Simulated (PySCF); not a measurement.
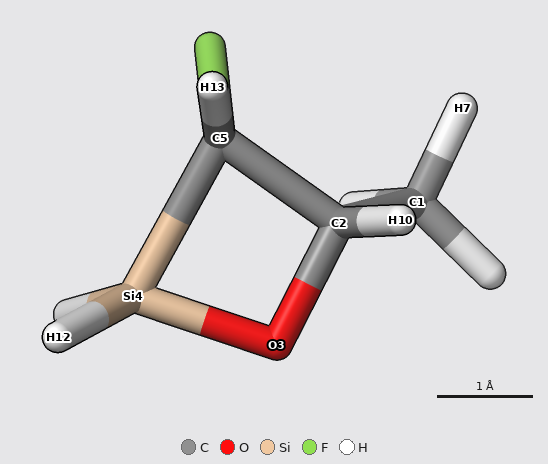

**Figure 1.** The input geometry (stick view, seen at a tilt; atoms are numbered from 1 in the order of the input).

# C$_{3}$H$_{7}$FOSi: geometry relaxation

The run: geometry relaxation of C$_{3}$H$_{7}$FOSi. Method and program: PBE0-D3(BJ)/def2-SVP geometry optimisation, gas phase (PySCF 2.14.0).

The program's output:
```
step   0  E = -582.33377703  max force = 0.056176
step   1  E = -582.34242874  max force = 0.011475
step   2  E = -582.34293785  max force = 0.006262
step   3  E = -582.34306029  max force = 0.000906
step   4  E = -582.34306865  max force = 0.000389
optimisation converged
```

Trajectory as extended XYZ (Å, eV, eV/Å), 5 frames, from step=0 to step=4:
```
13
Properties=species:S:1:pos:R:3:forces:R:3 step=0 energy=-15846.10920
C     1.6565   -0.2704   -0.2896   -1.1456   2.0092  -0.0025
C     0.4488    0.5383    0.2262    0.6339  -0.5121   0.1209
O    -0.1109   -0.0711    1.4058    2.8887   0.5852   1.7585
Si   -1.5272   -0.4998    0.7993   -2.1502   0.1373  -1.4076
C    -0.8003    0.4785   -0.6741   -0.4477   0.4964  -0.5971
F    -0.5995   -0.1517   -1.8697    0.1216  -0.2985  -0.3500
H     2.0394    0.2311   -1.1869    0.1001  -0.1440  -0.1553
H     2.4279   -0.2863    0.4603    0.5266  -0.1012   0.6002
H     1.3207   -1.2503   -0.5228   -0.1810  -1.3297  -0.3921
H     0.7494    1.5611    0.4956    0.0525   0.1487  -0.0899
H    -1.7111   -1.9325    0.5707   -0.2387  -0.5515   0.0164
H    -2.6577    0.1571    1.4919   -0.3229  -0.1483   0.1518
H    -1.2302    1.4792   -0.9170    0.1627  -0.2914   0.3466
13
Properties=species:S:1:pos:R:3:forces:R:3 step=1 energy=-15846.34462
C     1.3665   -0.1340   -0.0600   -0.0539  -0.2215   0.0923
C     0.2489    0.7471    0.4436   -0.1306  -0.0430  -0.0871
O    -0.3150    0.2500    1.6727   -0.5764  -0.1632  -0.1944
Si   -1.8302   -0.1727    0.9816    0.5901  -0.0482   0.3376
C    -1.0085    0.7332   -0.4796    0.0909  -0.0369  -0.0540
F    -0.8306    0.0886   -1.6797   -0.0619   0.0697   0.1285
H     1.7991    0.2753   -0.9820    0.0350   0.0356  -0.0626
H     2.1541   -0.1982    0.7080   -0.0595  -0.0166  -0.0638
H     0.9999   -1.1558   -0.2800    0.0933   0.2320   0.0746
H     0.6195    1.7733    0.6216   -0.0026  -0.0285  -0.0185
H    -2.0771   -1.6393    0.8332    0.0806   0.0316  -0.0661
H    -3.0055    0.3984    1.6982    0.0146   0.1490  -0.0377
H    -1.3815    1.7505   -0.6757   -0.0194   0.0400  -0.0489
13
Properties=species:S:1:pos:R:3:forces:R:3 step=2 energy=-15846.35848
C     1.3645   -0.1356   -0.0562   -0.0056  -0.0284  -0.0023
C     0.2436    0.7430    0.4422    0.0126   0.0411  -0.0663
O    -0.3185    0.2473    1.6735   -0.3220  -0.1122  -0.0966
Si   -1.8203   -0.1770    0.9864    0.2624   0.0229   0.1893
C    -1.0114    0.7321   -0.4780   -0.0348   0.0041  -0.0150
F    -0.8444    0.0879   -1.6764    0.0086  -0.0023   0.0112
H     1.7996    0.2738   -0.9799   -0.0014   0.0031   0.0056
H     2.1492   -0.1986    0.7114   -0.0034   0.0008  -0.0029
H     1.0036   -1.1529   -0.2716    0.0131   0.0194   0.0087
H     0.6142    1.7686    0.6179    0.0050  -0.0018   0.0091
H    -2.0584   -1.6413    0.8227    0.0358   0.0041  -0.0222
H    -2.9953    0.4192    1.6862    0.0203   0.0541  -0.0168
H    -1.3870    1.7500   -0.6760    0.0093  -0.0048  -0.0018
13
Properties=species:S:1:pos:R:3:forces:R:3 step=3 energy=-15846.36181
C     1.3635   -0.1354   -0.0547    0.0042   0.0283  -0.0019
C     0.2398    0.7417    0.4401    0.0466   0.0242  -0.0268
O    -0.3244    0.2437    1.6719   -0.0449  -0.0292   0.0008
Si   -1.8163   -0.1782    0.9911    0.0333   0.0226   0.0231
C    -1.0144    0.7280   -0.4792   -0.0460   0.0060   0.0030
F    -0.8467    0.0808   -1.6751    0.0165  -0.0130  -0.0163
H     1.8004    0.2760   -0.9768   -0.0029  -0.0022   0.0067
H     2.1458   -0.1967    0.7147    0.0095   0.0051   0.0095
H     1.0073   -1.1524   -0.2702   -0.0136  -0.0307  -0.0085
H     0.6099    1.7670    0.6181   -0.0046  -0.0018   0.0108
H    -2.0486   -1.6419    0.8215   -0.0041  -0.0042   0.0056
H    -2.9874    0.4383    1.6797    0.0030  -0.0006   0.0000
H    -1.3896    1.7455   -0.6791    0.0030  -0.0043  -0.0060
13
Properties=species:S:1:pos:R:3:forces:R:3 step=4 energy=-15846.36204
C     1.3644   -0.1344   -0.0543    0.0013   0.0094   0.0009
C     0.2394    0.7417    0.4391    0.0200   0.0074  -0.0116
O    -0.3254    0.2425    1.6711   -0.0016  -0.0105   0.0057
Si   -1.8167   -0.1773    0.9921    0.0075   0.0063  -0.0018
C    -1.0152    0.7255   -0.4809   -0.0181   0.0076   0.0062
F    -0.8449    0.0759   -1.6756    0.0068  -0.0082  -0.0019
H     1.8018    0.2777   -0.9756   -0.0003  -0.0018   0.0015
H     2.1461   -0.1946    0.7163    0.0022   0.0028   0.0027
H     1.0089   -1.1522   -0.2706   -0.0039  -0.0083  -0.0024
H     0.6082    1.7671    0.6187   -0.0067   0.0016   0.0033
H    -2.0508   -1.6413    0.8257   -0.0075  -0.0008   0.0056
H    -2.9861    0.4432    1.6797   -0.0009  -0.0016  -0.0003
H    -1.3903    1.7425   -0.6835    0.0014  -0.0040  -0.0081
```

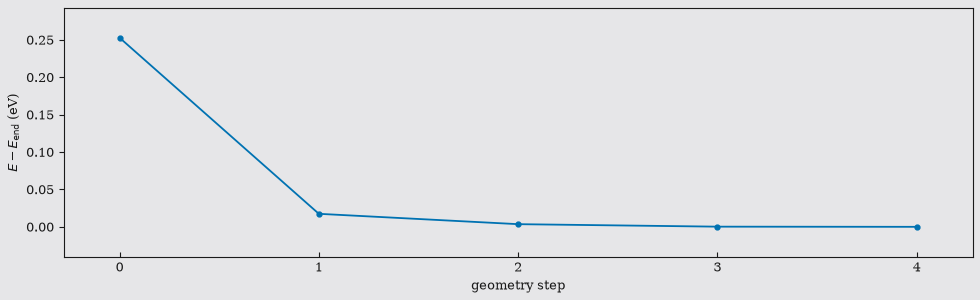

**Figure 2.** Progress of the relaxation, step by step (steps are counted from 0).

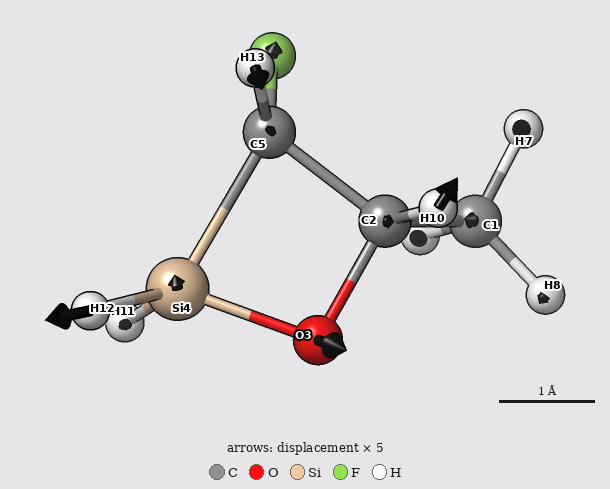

**Figure 3.** The starting structure with the displacements as black arrows, magnified 5 times (ball-and-stick view, seen at a tilt). The two geometries are laid on each other by the best rigid fit. The largest move after the best rigid fit is that of H12, 0.12 Å. Largest moves by element: H 0.12 Å, O 0.10 Å, F 0.04 Å, Si 0.03 Å, C 0.03 Å. Among the contacts that change: O3–Si4 1.599 → 1.692 Å, C1–H9 1.062 → 1.100 Å, C1–C2 1.542 → 1.509 Å, Si4–H11 1.462 → 1.492 Å. Among the angles that change: H11–Si4–H12 114.3° → 109.7°, C5–Si4–H12 115.1° → 119.3°, C2–O3–Si4 98.4° → 95.1°. The energy falls by 0.253 eV in 4 geometry steps. The largest force component goes from 2.9 to 0.02 eV/Å. (Atoms are counted from 1 in the order of the input.)

This output came from the following input.

Input:
```
{"job": {"xc": "PBE0", "basis": "def2-SVP", "d3": "d3bj", "grid": 1, "shake": 0.01, "kind": "geom"}, "charge": 0, "multiplicity": 1}
C      1.656500    -0.270380    -0.289610
C      0.448800     0.538280     0.226220
O     -0.110870    -0.071050     1.405820
Si    -1.527180    -0.499830     0.799270
C     -0.800330     0.478480    -0.674110
F     -0.599530    -0.151720    -1.869670
H      2.039390     0.231100    -1.186860
H      2.427870    -0.286250     0.460270
H      1.320740    -1.250330    -0.522800
H      0.749440     1.561120     0.495580
H     -1.711070    -1.932540     0.570660
H     -2.657720     0.157060     1.491880
H     -1.230210     1.479170    -0.916990
```

The first line tells a small driver script what to run in PySCF; the rest is the geometry in Å.

Run as:
```bash
OMP_NUM_THREADS=1 python <driver script> task.json out
```

Results in brief:

| quantity | value |
| --- | --- |
| outcome | converged |
| total energy | −582.343069 hartree |
| dipole moment | 0.87 D |
| point group | C1 |
| hardware | 1 CPU thread, shared host |
| wall time | 43 s |
| peak memory | 0.5 GiB |
